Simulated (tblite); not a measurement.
**Geometry relaxation, with input and output: C3H10AsSi2 (part 1 of 2)**

The run: geometry relaxation of C3H10AsSi2, multiplicity 2, SMILES C[C]1C[As]([SiH3])[SiH2]1. Method and program: GFN2-xTB geometry optimisation, gas phase (tblite 0.8.0).

It belongs to a series of runs on one base structure; here: H removed from sp3 C.

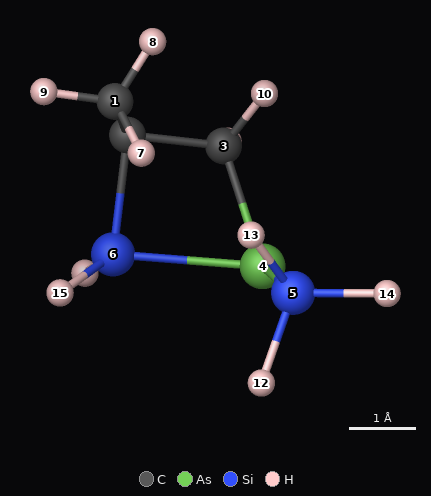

*The input geometry (ball-and-stick view, seen at a tilt; atoms are numbered from 1 in the order of the input).*

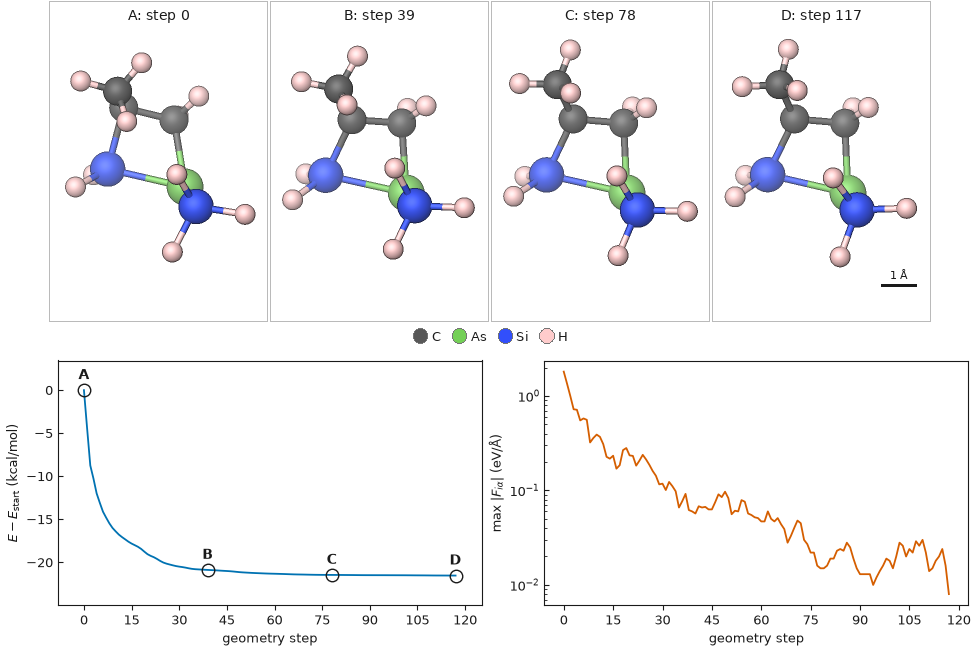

*Frames of the relaxation (ball-and-stick view, seen at a tilt) above the curves, on which the letters mark them (steps are counted from 0).*

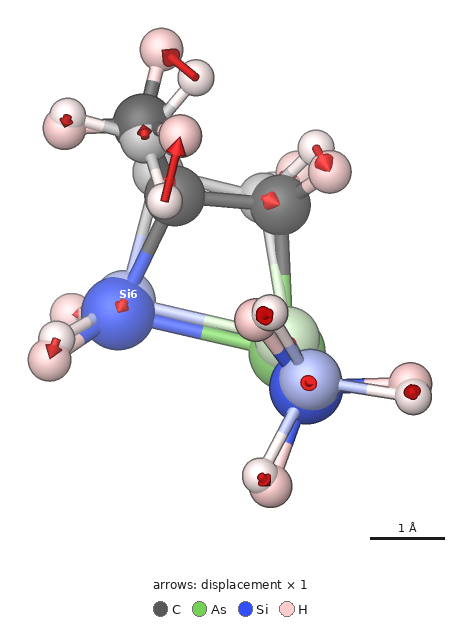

*Start (faint) and end (solid) with the displacements as red arrows, at true length (ball-and-stick view, seen at a tilt). The two geometries are laid on each other by the best rigid fit.*

The energy falls by 21.5 kcal/mol in 117 geometry steps. The largest force component goes from 1.8 to 0.008 eV/Å. The atom that moves furthest after the best rigid fit is H7 (0.94 Å). By element the largest moves are H 0.94 Å, C 0.49 Å, As 0.35 Å, Si 0.28 Å. Distances before and after: As4–Si6 2.316 → 2.372 Å, C3–As4 1.986 → 2.023 Å, C1–C2 1.518 → 1.485 Å, C3–H11 1.126 → 1.099 Å. Among the angles that change: C3–As4–Si5 116.2° → 97.0°, C3–C2–Si6 88.8° → 105.8°, C1–C2–Si6 115.4° → 129.4°. (Atoms are counted from 1 in the order of the input.)

The input and output of the run follow.

### Input file
```
{"job": {"kind": "relax", "xc": "GFN2-xTB", "basis": "xTB"}, "charge": 0, "multiplicity": 2}
C      1.084200    -0.348300     1.565800
C      1.625500     0.045100     0.202700
C      1.050300    -0.814900    -0.910700
As    -0.595200     0.029700    -1.634600
Si    -2.515100    -0.257700    -0.392900
Si     0.824200     1.521600    -0.575700
H     -0.009300    -0.141300     1.534800
H      1.261000    -1.411000     1.707200
H      1.582200     0.278400     2.337400
H      0.923400    -1.869500    -0.599900
H      1.795800    -0.787300    -1.754300
H     -3.253800     1.029900    -0.485600
H     -2.319200    -0.548400     1.012600
H     -3.411800    -1.280800    -0.943700
H      0.184200     2.383400     0.405300
H      1.765900     2.180100    -1.479900
```

The first line tells a small driver script what to run in tblite; the rest is the geometry in Å.

Launched with:
```bash
OMP_NUM_THREADS=1 python <driver script> task.json out
```

### The program's output
```
step      E/eV     max force
  0    -468.98763    2.466
  1    -469.17987    1.488
  2    -469.36680    1.016
  3    -469.43290    0.754
  4    -469.50745    0.857
  5    -469.55492    0.676
  6    -469.59965    0.615
  7    -469.62970    0.608
  8    -469.65801    0.407
  9    -469.68132    0.385
 10    -469.69877    0.522
 11    -469.71494    0.495
 12    -469.72756    0.355
 13    -469.73890    0.273
 14    -469.75045    0.256
 15    -469.76010    0.286
 16    -469.76804    0.264
 17    -469.77619    0.250
 18    -469.78680    0.343
 19    -469.80047    0.367
 20    -469.81333    0.267
 21    -469.82188    0.251
 22    -469.82865    0.233
 23    -469.83742    0.281
 24    -469.84738    0.324
 25    -469.85559    0.247
 26    -469.86118    0.187
 27    -469.86548    0.162
 28    -469.86963    0.160
 29    -469.87339    0.133
 30    -469.87613    0.119
 31    -469.87843    0.129
 32    -469.88121    0.140
 33    -469.88453    0.136
 34    -469.88736    0.107
 35    -469.88903    0.074
 36    -469.89004    0.081
 37    -469.89096    0.093
 38    -469.89188    0.067
 39    -469.89275    0.072
 40    -469.89352    0.062
 41    -469.89431    0.081
 42    -469.89528    0.085
 43    -469.89634    0.076
 44    -469.89731    0.079
 45    -469.89821    0.085
 46    -469.89926    0.085
 47    -469.90065    0.092
 48    -469.90235    0.100
 49    -469.90393    0.105
 50    -469.90510    0.087
 51    -469.90604    0.076
 52    -469.90695    0.086
 53    -469.90781    0.077
 54    -469.90853    0.090
 55    -469.90918    0.087
 56    -469.90985    0.066
 57    -469.91052    0.060
 58    -469.91109    0.056
 59    -469.91154    0.056
 60    -469.91195    0.059
 61    -469.91239    0.060
 62    -469.91286    0.060
 63    -469.91336    0.054
 64    -469.91394    0.051
 65    -469.91452    0.068
 66    -469.91507    0.059
 67    -469.91544    0.049
 68    -469.91573    0.036
 69    -469.91601    0.035
 70    -469.91635    0.044
 71    -469.91672    0.055
 72    -469.91704    0.052
 73    -469.91729    0.038
 74    -469.91748    0.031
 75    -469.91763    0.027
 76    -469.91774    0.029
 77    -469.91782    0.017
 78    -469.91788    0.020
 79    -469.91794    0.016
 80    -469.91801    0.017
 81    -469.91813    0.019
 82    -469.91825    0.024
 83    -469.91837    0.023
 84    -469.91848    0.028
 85    -469.91861    0.028
 86    -469.91878    0.030
 87    -469.91895    0.027
 88    -469.91906    0.021
 89    -469.91912    0.017
 90    -469.91915    0.015
 91    -469.91919    0.014
 92    -469.91922    0.013
 93    -469.91925    0.014
 94    -469.91927    0.013
 95    -469.91931    0.014
 96    -469.91937    0.020
 97    -469.91944    0.021
 98    -469.91950    0.020
 99    -469.91954    0.018
100    -469.91958    0.020
101    -469.91963    0.022
102    -469.91973    0.029
103    -469.91985    0.029
104    -469.91999    0.027
105    -469.92009    0.025
106    -469.92017    0.023
107    -469.92025    0.031
108    -469.92036    0.034
109    -469.92052    0.032
110    -469.92068    0.026
111    -469.92077    0.019
112    -469.92081    0.017
113    -469.92088    0.019
114    -469.92094    0.021
115    -469.92101    0.025
116    -469.92106    0.018
117    -469.92109    0.010
```

### Trajectory as extended XYZ (Å, eV, eV/Å), 30 of the 118 frames kept, from step=0 to step=117
```
16
Properties=species:S:1:pos:R:3:forces:R:3 step=0 energy=-468.98763
C     1.0842   -0.3483    1.5658    0.4390   0.7400  -0.5350
C     1.6255    0.0451    0.2027   -1.8090  -0.4480  -0.4680
C     1.0503   -0.8149   -0.9107    1.6480  -1.7950   0.3800
As   -0.5952    0.0297   -1.6346    0.1400   0.4000  -0.8610
Si   -2.5151   -0.2577   -0.3929   -0.0550   0.3910   0.0030
Si    0.8242    1.5216   -0.5757    0.0410   1.5600   0.2390
H    -0.0093   -0.1413    1.5348    0.5540  -0.2690   0.4890
H     1.2610   -1.4110    1.7072   -0.0490   0.0190   0.3810
H     1.5822    0.2784    2.3374   -0.5150  -0.6050  -0.3180
H     0.9234   -1.8695   -0.5999    0.1340   0.0650  -0.2150
H     1.7958   -0.7873   -1.7543   -0.6180  -0.2230   0.3820
H    -3.2538    1.0299   -0.4856    0.1020  -0.2350   0.0540
H    -2.3192   -0.5484    1.0126   -0.0450  -0.1200   0.4440
H    -3.4118   -1.2808   -0.9437    0.0910  -0.0490  -0.0360
H     0.1842    2.3834    0.4053   -0.0280   0.4600   0.1520
H     1.7659    2.1801   -1.4799   -0.0300   0.1090  -0.0910
16
Properties=species:S:1:pos:R:3:forces:R:3 step=4 energy=-469.50745
C     1.0923   -0.3407    1.5289   -0.2480  -0.0580   0.2310
C     1.4689    0.0427    0.1441    0.1030  -0.0120   0.1280
C     1.1225   -0.9209   -0.8941   -0.7140   0.1340  -0.4550
As   -0.5611    0.0640   -1.7117    0.0620  -0.0770   0.0290
Si   -2.4916   -0.2373   -0.3889    0.3090  -0.0490  -0.0330
Si    0.8162    1.6331   -0.5626   -0.2380  -0.0990  -0.0920
H     0.0213   -0.1702    1.6049   -0.4180  -0.1020   0.3580
H     1.2621   -1.3918    1.7422    0.1620  -0.1560  -0.0780
H     1.5558    0.2449    2.3156    0.2370   0.2010  -0.0920
H     0.9442   -1.9502   -0.6003    0.2150  -0.1670   0.0150
H     1.7808   -0.8290   -1.7570    0.2100  -0.3590  -0.0680
H    -3.2525    1.0195   -0.4774    0.0130   0.0010   0.0610
H    -2.3275   -0.5576    1.0454   -0.0240   0.0290  -0.1160
H    -3.3901   -1.2781   -0.9437    0.2320   0.1000   0.0430
H     0.1726    2.4671    0.4437    0.0600   0.3660   0.0400
H     1.7784    2.2135   -1.5005    0.0400   0.2480   0.0270
16
Properties=species:S:1:pos:R:3:forces:R:3 step=8 energy=-469.65801
C     1.0527   -0.3505    1.5435    0.0300   0.0070  -0.1060
C     1.3949    0.0338    0.1316   -0.3030  -0.0450  -0.0120
C     1.0485   -0.9467   -0.9463    0.3220   0.0010   0.2490
As   -0.5359    0.0618   -1.7428   -0.1020  -0.0380  -0.0770
Si   -2.4314   -0.2290   -0.3929   -0.0110   0.0670  -0.0020
Si    0.7797    1.6606   -0.5648    0.0890  -0.0880   0.1080
H    -0.0263   -0.2075    1.7058    0.1340  -0.1270   0.1530
H     1.2885   -1.3996    1.7416   -0.0160   0.0890  -0.0530
H     1.5815    0.2632    2.2799   -0.0610  -0.0130  -0.2150
H     0.9806   -1.9926   -0.6089   -0.2610   0.2700  -0.1170
H     1.8001   -0.9146   -1.7582   -0.1660  -0.0410   0.1730
H    -3.2401    1.0086   -0.4624    0.1580  -0.0460   0.0120
H    -2.3314   -0.5563    1.0392    0.1010   0.0170  -0.0160
H    -3.3330   -1.2607   -0.9383    0.1550  -0.0360  -0.0560
H     0.1857    2.5667    0.4529    0.1720  -0.0350  -0.3200
H     1.7781    2.2716   -1.4913   -0.2400   0.0160   0.2790
16
Properties=species:S:1:pos:R:3:forces:R:3 step=12 energy=-469.72756
C     1.0322   -0.3595    1.5410    0.0370  -0.0440   0.1270
C     1.3140    0.0265    0.1330    0.1330  -0.0230   0.0510
C     1.0396   -0.9501   -0.9413   -0.1810  -0.0980  -0.0930
As   -0.5387    0.0561   -1.7764    0.0390   0.0770  -0.0880
Si   -2.3951   -0.2201   -0.3952    0.0130  -0.0650  -0.0050
Si    0.7651    1.6518   -0.5553   -0.1780  -0.0010  -0.1490
H    -0.0310   -0.2529    1.7914    0.0210  -0.0290   0.0100
H     1.3045   -1.3952    1.7301    0.0690  -0.1090   0.0110
H     1.5896    0.2782    2.2230    0.0300   0.0610   0.0820
H     0.9398   -1.9857   -0.6220   -0.3090  -0.1060   0.1380
H     1.7953   -0.9616   -1.7357    0.0870   0.1890  -0.0050
H    -3.2048    1.0034   -0.4523    0.0430   0.1100  -0.0150
H    -2.3091   -0.5517    1.0332    0.1380   0.0010   0.0430
H    -3.2699   -1.2616   -0.9490    0.0380  -0.1030  -0.0760
H     0.2229    2.6201    0.3989   -0.0810   0.0740   0.0120
H     1.7380    2.3113   -1.4349    0.1020   0.0670  -0.0400
16
Properties=species:S:1:pos:R:3:forces:R:3 step=16 energy=-469.76804
C     1.0359   -0.3735    1.5567    0.0720   0.0260  -0.0560
C     1.2803    0.0179    0.1388   -0.1430   0.0350  -0.0490
C     1.0051   -0.9628   -0.9437   -0.1110   0.0810   0.0300
As   -0.5374    0.0671   -1.8162   -0.0240  -0.0190   0.0060
Si   -2.3744   -0.2255   -0.3999    0.0070   0.0310  -0.0580
Si    0.7288    1.6446   -0.5751    0.1210   0.0830   0.0670
H    -0.0212   -0.2888    1.8430    0.0500  -0.0120  -0.0520
H     1.3306   -1.4100    1.7280    0.0940   0.0630   0.0680
H     1.5982    0.2946    2.2079    0.0210  -0.1000   0.1170
H     0.8372   -1.9932   -0.6074   -0.0290   0.1360  -0.1220
H     1.7990   -0.9508   -1.7111   -0.1460  -0.1400   0.1700
H    -3.1672    1.0200   -0.4503    0.0570  -0.0700  -0.0060
H    -2.2584   -0.5483    1.0353    0.0980   0.0050  -0.0980
H    -3.2207   -1.2866   -0.9733    0.0290  -0.0010   0.0230
H     0.2261    2.6600    0.3594   -0.1500  -0.0480   0.0120
H     1.7305    2.3441   -1.4035    0.0530  -0.0680  -0.0520
16
Properties=species:S:1:pos:R:3:forces:R:3 step=20 energy=-469.81333
C     1.0628   -0.3824    1.5706   -0.0740  -0.0070   0.0740
C     1.2072    0.0232    0.1427    0.0050   0.1610   0.2130
C     0.9152   -0.9497   -0.9408    0.0790   0.0700   0.1020
As   -0.5429    0.0861   -1.8643    0.0130   0.2350  -0.0700
Si   -2.3436   -0.2285   -0.4277    0.1090  -0.0460  -0.0510
Si    0.7184    1.6634   -0.5830    0.0210  -0.0290   0.0530
H     0.0100   -0.3349    1.8814    0.0590  -0.0460   0.0450
H     1.3986   -1.4086    1.7448    0.0340   0.0880  -0.1170
H     1.6183    0.2822    2.2341    0.0090   0.0150  -0.0930
H     0.6926   -1.9653   -0.6218   -0.0610  -0.1410   0.0840
H     1.7612   -0.9817   -1.6336    0.0270  -0.1630  -0.1990
H    -3.1084    1.0224   -0.4515   -0.1370   0.0140  -0.0050
H    -2.1580   -0.5433    1.0012    0.0490  -0.0210  -0.1000
H    -3.1563   -1.3190   -0.9939   -0.0460   0.0430   0.0740
H     0.1684    2.6880    0.3206   -0.0910  -0.0730  -0.0210
H     1.7489    2.3573   -1.3903    0.0040  -0.1020   0.0120
16
Properties=species:S:1:pos:R:3:forces:R:3 step=24 energy=-469.84738
C     1.0687   -0.3853    1.5929    0.0810   0.0290  -0.0670
C     1.1472    0.0414    0.1708    0.1140  -0.1930  -0.2340
C     0.8727   -0.9378   -0.9218    0.0130  -0.1300  -0.0990
As   -0.5297    0.1507   -1.9116    0.1550  -0.0520   0.0600
Si   -2.3002   -0.2248   -0.4644   -0.1090   0.1480  -0.0520
Si    0.7117    1.6775   -0.5745   -0.0410   0.0160   0.0070
H     0.0323   -0.3839    1.9385   -0.0570  -0.0330   0.1370
H     1.4584   -1.3935    1.7257    0.0130  -0.0760  -0.0520
H     1.6377    0.2857    2.2316   -0.0100   0.1170   0.0430
H     0.5852   -1.9550   -0.6153   -0.0050   0.2380   0.0980
H     1.7283   -1.0500   -1.6103   -0.0860   0.0560   0.1100
H    -3.0978    1.0144   -0.4513   -0.0870  -0.0920   0.0030
H    -2.0731   -0.5462    0.9533    0.0760  -0.0170  -0.0390
H    -3.1179   -1.3293   -0.9893   -0.0360   0.0220   0.0120
H     0.1064    2.6996    0.2887   -0.0510   0.0090   0.0210
H     1.7624    2.3453   -1.3744    0.0290  -0.0430   0.0500
16
Properties=species:S:1:pos:R:3:forces:R:3 step=28 energy=-469.86963
C     1.0875   -0.3849    1.5975   -0.0120  -0.0330  -0.0260
C     1.1451    0.0376    0.1686   -0.0070   0.0990   0.0840
C     0.8400   -0.9327   -0.9193   -0.0220   0.0410   0.0290
As   -0.5056    0.1828   -1.9310   -0.0830  -0.0870  -0.0280
Si   -2.2914   -0.2073   -0.4984    0.0120  -0.0270   0.0010
Si    0.7082    1.6809   -0.5643    0.0100  -0.0010   0.0330
H     0.0549   -0.4177    1.9796    0.1430  -0.0080  -0.0710
H     1.5009   -1.3905    1.7052    0.0090   0.0480   0.0450
H     1.6453    0.3023    2.2382   -0.0390  -0.0390  -0.1090
H     0.4988   -1.9135   -0.5864   -0.0080  -0.1060   0.0690
H     1.6985   -1.0812   -1.5835    0.0750  -0.0680  -0.0360
H    -3.1166    1.0012   -0.4530   -0.1420   0.0370   0.0100
H    -1.9962   -0.5491    0.9049    0.0330   0.0300  -0.0610
H    -3.1059   -1.3325   -0.9849   -0.0110   0.0400  -0.0340
H     0.0486    2.6931    0.2697    0.0100   0.0390   0.0200
H     1.7804    2.3204   -1.3543    0.0320   0.0370   0.0730
16
Properties=species:S:1:pos:R:3:forces:R:3 step=32 energy=-469.88121
C     1.0968   -0.3895    1.5904    0.0740   0.0240   0.0240
C     1.1324    0.0421    0.1685   -0.0180  -0.0650  -0.0560
C     0.8274   -0.9369   -0.9145    0.0150  -0.0590   0.0320
As   -0.5030    0.1784   -1.9467    0.0160   0.0400   0.0240
Si   -2.2900   -0.1919   -0.5167   -0.0910   0.0380  -0.0120
Si    0.7017    1.6875   -0.5536   -0.0500  -0.0080  -0.0740
H     0.0832   -0.4412    1.9989   -0.1230  -0.0030  -0.0660
H     1.5270   -1.3840    1.7021    0.0890  -0.0430  -0.0030
H     1.6455    0.3117    2.2133    0.1020   0.0600   0.0570
H     0.4675   -1.9087   -0.5570    0.0470   0.0250  -0.0260
H     1.6934   -1.1181   -1.5711   -0.0750  -0.0140   0.0800
H    -3.1592    0.9931   -0.4495   -0.0070  -0.0430   0.0000
H    -1.9527   -0.5436    0.8705    0.0140   0.0350   0.0120
H    -3.1005   -1.3220   -0.9911   -0.0340  -0.0110  -0.0520
H     0.0290    2.7089    0.2654    0.0310  -0.0170  -0.0050
H     1.7940    2.3233   -1.3202    0.0090   0.0410   0.0640
16
Properties=species:S:1:pos:R:3:forces:R:3 step=36 energy=-469.89004
C     1.1196   -0.3893    1.5914   -0.0060   0.0280  -0.0130
C     1.1342    0.0417    0.1679    0.0140   0.0110  -0.0040
C     0.8147   -0.9419   -0.9023   -0.0500  -0.0060  -0.0140
As   -0.5063    0.1788   -1.9497    0.0240   0.0130  -0.0100
Si   -2.3101   -0.1804   -0.5319    0.0220  -0.0360  -0.0100
Si    0.6921    1.6857   -0.5598    0.0370  -0.0150   0.0280
H     0.0942   -0.4532    1.9792    0.0580  -0.0080   0.0260
H     1.5642   -1.3816    1.7029    0.0220   0.0770  -0.0090
H     1.6633    0.3238    2.2104   -0.0120  -0.0250   0.0250
H     0.4489   -1.9050   -0.5364   -0.0180  -0.0530   0.0200
H     1.6790   -1.1426   -1.5490   -0.0030  -0.0080  -0.0350
H    -3.2000    0.9840   -0.4484   -0.0040   0.0050   0.0010
H    -1.9179   -0.5295    0.8433   -0.0610   0.0280   0.0010
H    -3.1113   -1.3173   -1.0093   -0.0180  -0.0040  -0.0200
H     0.0178    2.7054    0.2629    0.0210  -0.0330  -0.0140
H     1.8100    2.3302   -1.2826   -0.0270   0.0280   0.0300
16
Properties=species:S:1:pos:R:3:forces:R:3 step=40 energy=-469.89352
C     1.1294   -0.3831    1.5900    0.0330  -0.0190   0.0210
C     1.1300    0.0388    0.1653    0.0160  -0.0250   0.0030
C     0.7995   -0.9502   -0.8994    0.0270  -0.0030   0.0240
As   -0.5008    0.1844   -1.9568   -0.0350  -0.0290   0.0120
Si   -2.3123   -0.1797   -0.5442   -0.0110   0.0210  -0.0270
Si    0.6938    1.6827   -0.5572    0.0080   0.0000  -0.0120
H     0.1108   -0.4651    1.9867   -0.0040   0.0000   0.0280
H     1.5910   -1.3648    1.6990    0.0410  -0.0470  -0.0020
H     1.6699    0.3280    2.2125   -0.0140   0.0570  -0.0120
H     0.4308   -1.9118   -0.5250   -0.0200   0.0280  -0.0170
H     1.6656   -1.1602   -1.5430   -0.0280  -0.0140  -0.0150
H    -3.2135    0.9778   -0.4479    0.0260  -0.0140  -0.0220
H    -1.9146   -0.5169    0.8315   -0.0550  -0.0010   0.0110
H    -3.1145   -1.3168   -1.0229    0.0080   0.0030  -0.0070
H     0.0167    2.7017    0.2565   -0.0300   0.0060   0.0420
H     1.8107    2.3442   -1.2564    0.0360   0.0360  -0.0270
16
Properties=species:S:1:pos:R:3:forces:R:3 step=44 energy=-469.89731
C     1.1488   -0.3813    1.5932    0.0060  -0.0020  -0.0150
C     1.1376    0.0322    0.1649   -0.0180   0.0400  -0.0090
C     0.7913   -0.9591   -0.8917   -0.0140   0.0180  -0.0240
As   -0.5028    0.1807   -1.9570    0.0480   0.0150   0.0190
Si   -2.3203   -0.1775   -0.5608   -0.0200  -0.0180   0.0630
Si    0.7018    1.6801   -0.5560    0.0040   0.0350   0.0060
H     0.1327   -0.4755    1.9959    0.0080  -0.0460  -0.0090
H     1.6300   -1.3553    1.6968    0.0160   0.0040   0.0550
H     1.6714    0.3472    2.2119    0.0270   0.0080  -0.0430
H     0.4121   -1.9153   -0.5155   -0.0100   0.0220   0.0100
H     1.6450   -1.1807   -1.5466    0.0150  -0.0180   0.0070
H    -3.2255    0.9707   -0.4562   -0.0170   0.0590  -0.0500
H    -1.9379   -0.5028    0.8228   -0.0310  -0.0260   0.0010
H    -3.1215   -1.3143   -1.0404    0.0140  -0.0080  -0.0110
H     0.0093    2.6914    0.2651    0.0110  -0.0530  -0.0040
H     1.8205    2.3686   -1.2377   -0.0370  -0.0310   0.0030
```
